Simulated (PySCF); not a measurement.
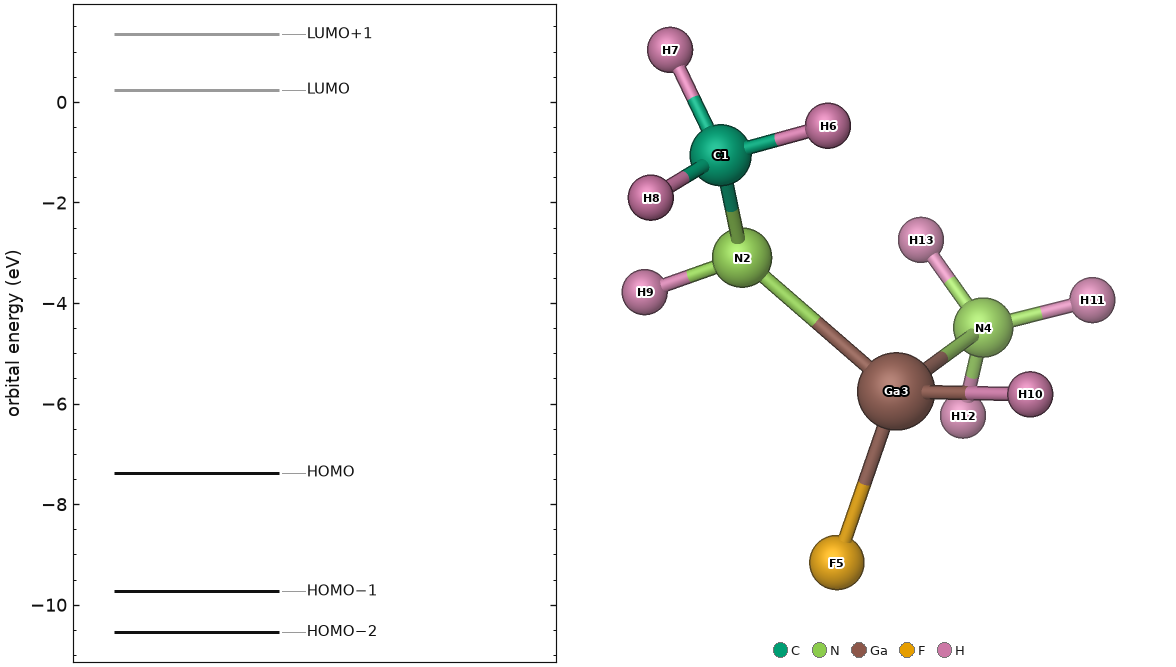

CH₈FGaN₂, SMILES C[NH][Ga@H-]([NH3+])[F], singlet. Kohn-Sham orbital energies near the frontier, BHandHLYP/def2-SVPD in PySCF 2.14.0, at a PBE0-D3(BJ)/def2-SVP geometry (no frequency check), isolated molecule; empty levels in grey, levels within 0.03 eV side by side.

Question: Where do the frontier orbitals lie?

Answer: HOMO at −7.37 eV, LUMO at 0.24 eV, 7.61 eV apart.

Question: List the levels with the atoms that carry most of them (a dash for levels above zero or within 0.03 eV of another, where shares mean little).

Answer:
```csv
orbital,energy (eV),Löwdin shares
LUMO+1,1.34,–
LUMO,0.24,–
HOMO,−7.37,"N2 61 %, C1 14 %, Ga3 6 %"
HOMO−1,−9.74,"H10 29 %, Ga3 28 %, N2 19 %"
HOMO−2,−10.55,"N2 17 %, C1 16 %, Ga3 14 %"
```

Caveats: one conformer of a flexible molecule; empty levels above zero depend strongly on the basis.
